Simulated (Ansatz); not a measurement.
F$_{2}$GaNO$_{2}$ (SMILES O=N[O][Ga]([F])[F])

Input file:

```
crystal:
  periodic: [false, false, false]
  atoms:
    - {symbol: F, position_ang: [-1.204416, 0.485736, 2.967568]}
    - {symbol: F, position_ang: [0.556205, 2.255013, 1.338980]}
    - {symbol: Ga, position_ang: [-0.977695, 1.497176, 1.584294]}
    - {symbol: "N", position_ang: [-3.474400, 1.163508, 0.634692]}
    - {symbol: O, position_ang: [-4.267610, 1.398463, -0.177195]}
    - {symbol: O, position_ang: [-2.257469, 1.817922, 0.361431]}
basis:
  gaussian:
    orbitals: def2-TZVPD
hamiltonian:
  xc: {name: PBE0}
output: {forces: true, orbitals: {seedname: orbitals}}
```

Command:

```sh
ansatz run input.yaml --threads 1 --pin off --max-ram 2610MiB --events-out events.jsonl --progress --plain --runs-dir runs
```

Geometry: PBE0-D3(BJ)/def2-SVP.

All numbers below come from Ansatz 0.2.0, isolated molecule in a Gaussian basis; Kohn-Sham density functional theory, functional PBE0.

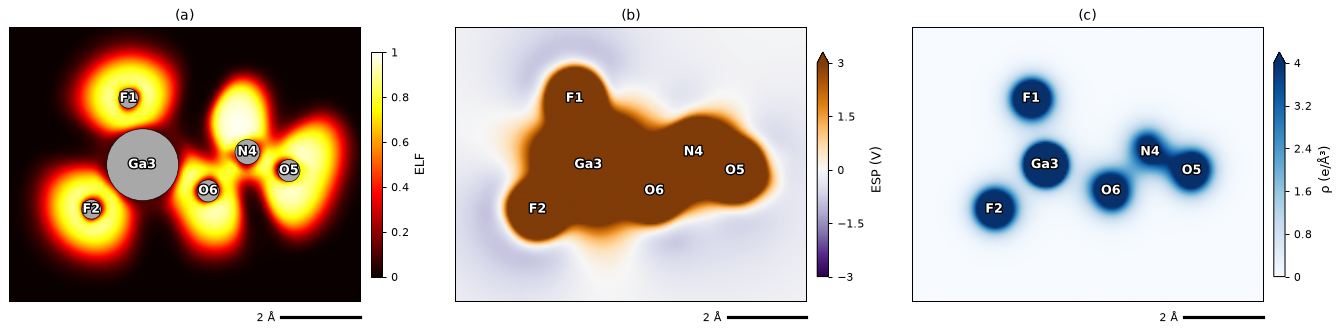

Figure 1. (a) ELF; (b) molecular electrostatic potential; (c) total electron density on the molecular plane. Grey discs cover the atomic cores in the ELF map.

Read the bonding off the picture.

Answer. The plane passes through F, Ga, N and O nuclei.
N–O (1.16 Å): ρ is about 4.2 e/Å³ halfway; the ELF peaks at about 0.85 between the atoms: a short, multiple covalent bond.
Ga–F (1.73 Å): ρ at the midpoint is about 0.96 e/Å³; the ELF peaks at about 0.80 in the valence shell of F, 0.5 Å from its nucleus, and is about 0.20 at the midpoint.
Ga–O (1.80 Å): the density is about 0.92 e/Å³ at the midpoint; the ELF peaks at about 0.85 in the valence shell of O, 0.6 Å from its nucleus, and is about 0.25 at the midpoint.
The ELF also peaks beside F2, O6, O5, N4 and F1, away from the bonds: lone-pair regions.
Outside the dense part of the molecule the potential is most negative (−0.9 V) near F2.

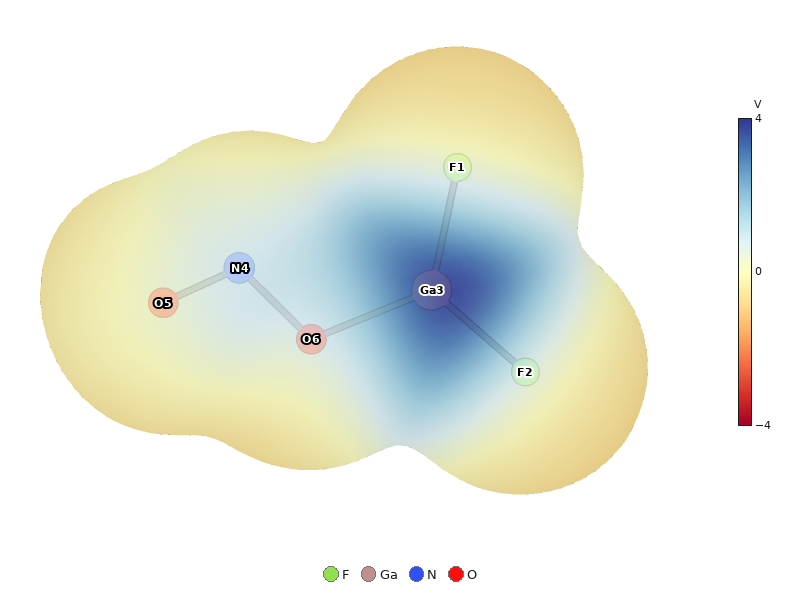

Figure 2. The electrostatic potential painted on the density surface at 0.001 e/bohr³, seen across its widest extent; the colour scale runs from red (negative) to blue (positive).

Where is the surface potential most negative and most positive?

Answer. The most negative region (about −0.8 V, or −18 kcal/mol for a unit charge) lies over F1 and F2, the most positive (about +3.7 V, or +85 kcal/mol for a unit charge) over Ga3.

What dipole moment does the calculation give?

Answer. Its dipole moment is zero.

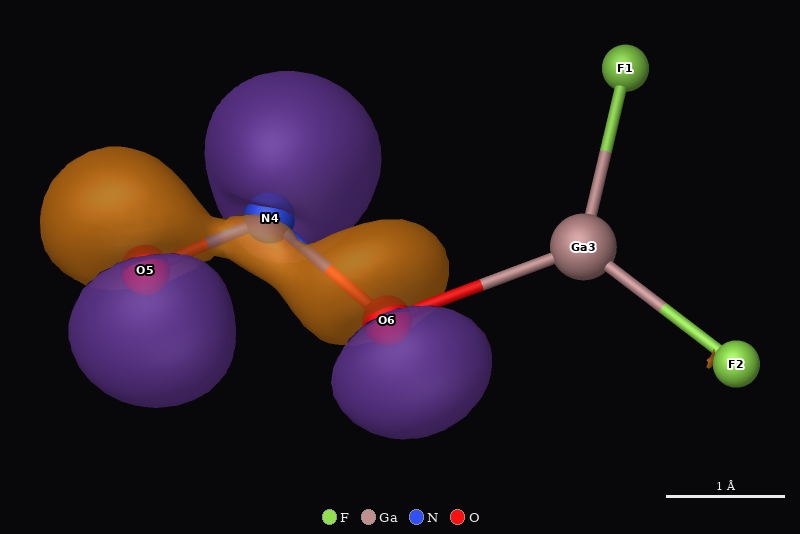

Figure 3. The HOMO at ±0.15 Å⁻³ᐟ² (orange and purple are the two phases), seen at a tilt.

Where does this orbital lie, and at what energy?

Answer. By Hirshfeld shares it lies mainly on O5 (about 40 %), N4 (about 30 %) and O6 (about 25 %); it is symmetric in the molecular plane (an in-plane orbital: σ, lone-pair or in-plane π type). Its energy is −8.55 eV.
